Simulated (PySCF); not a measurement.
OF (doublet)

```yaml
atoms:
  - { symbol: O, position_ang: [0.0000, 0.0000, -0.7204] }
  - { symbol: F, position_ang: [0.0000, 0.0000, 0.6066] }
```

Method: PySCF, PBE0/def2-SVP, non-relativistic Hamiltonian with scalar-relativistic core potentials where named, at a bond length of 1.327 Å.

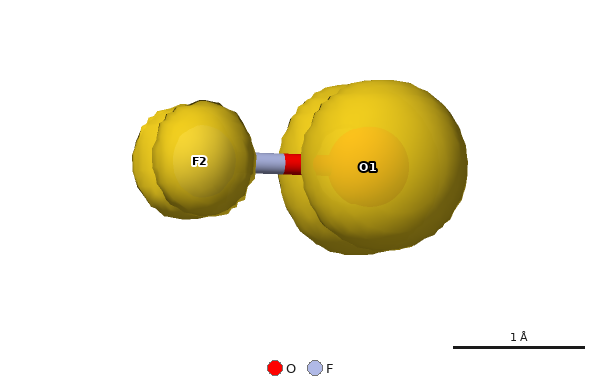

Figure 1. Isosurface of the spin density (α minus β) at +0.08 e/Å³ (yellow), seen from one side.

**Which atoms carry the spin?**

The unpaired spin (1 electron) lies mostly on O1 (about 0.8) and F2 (about 0.2), in electrons by Hirshfeld's partition.

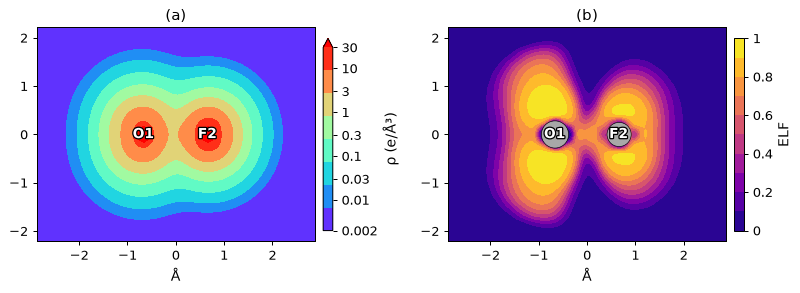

Figure 2. (a) electron density; (b) electron localisation function on a plane that holds the molecular axis. Grey discs cover the atomic cores in the ELF map.

**What does the map show?**

The section cuts through O and F sites. O–F (1.33 Å): the density is about 2.5 e/Å³ at the midpoint; the ELF peaks at about 0.75 between the atoms, as expected for localised, covalent bonding. The ELF also peaks beside F2 and O1, away from the bonds: non-bonding electrons, paired or unpaired.
